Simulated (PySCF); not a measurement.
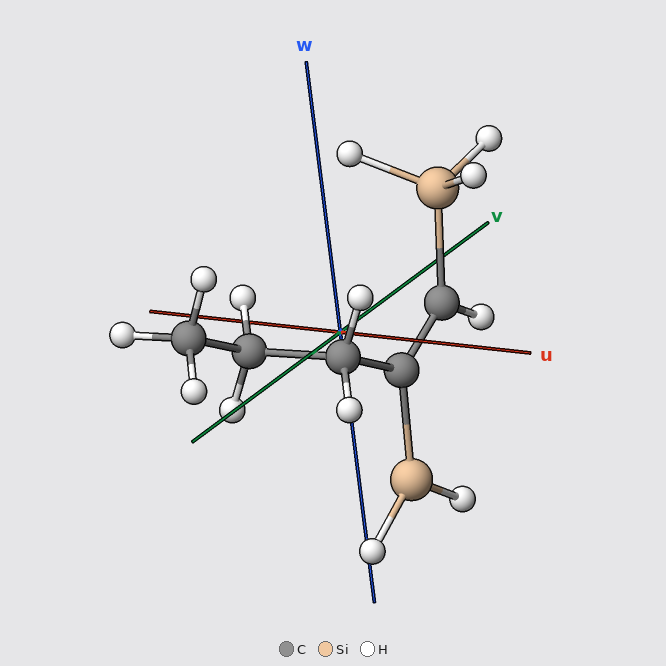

The lines u, v and w are the principal axes of the g tensor. The species is neutral and a spin doublet. The computed structure is the end point of a GFN2-xTB optimisation. No frequency run is at hand to confirm it as a minimum. Level of theory: UKS B3LYP, pcH-1 on C H Si, non-relativistic, mean-field spin-orbit, GIAO (PySCF 2.14.0).

Along which axis does g lie farthest from the free-electron value?

Along w: the shift is 2462 ppm.

Give the principal values and shifts.

| axis | g | shift (ppm) |
| --- | --- | --- |
| u | 2.00220 | −124 |
| v | 2.00355 | 1233 |
| w | 2.00478 | 2462 |

The geometry is semi-empirical. Around Si such bond lengths and angles can be off by a tenth of an ångström or more and by several degrees, and values that hang on the shape move with them.
